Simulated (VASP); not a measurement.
Band structure of BeTe (relaxed from the rock salt structure, space group Fm-3m). All values below come from PBEsol GGA, VASP's PBE PAW potentials (set 64) (plane waves; VASP).

Unless said otherwise, spin-orbit coupling is left out, though it shifts the bands of the heavy elements here.

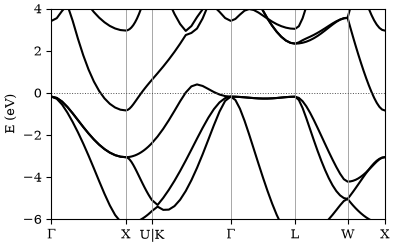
Figure. Bands along high-symmetry lines, zero at the valence-band maximum or, without a gap, the Fermi level

Task: Read the plot: is there a gap, and where are the band edges?

Result: It has no gap at this level: it comes out as a metal or semimetal. (Edges off the drawn lines would not show.)

The structure was generated: BeTe was put into the rock salt type (Fm-3m), which need not be its known phase. It was relaxed first, which changed the volume by +16 %.
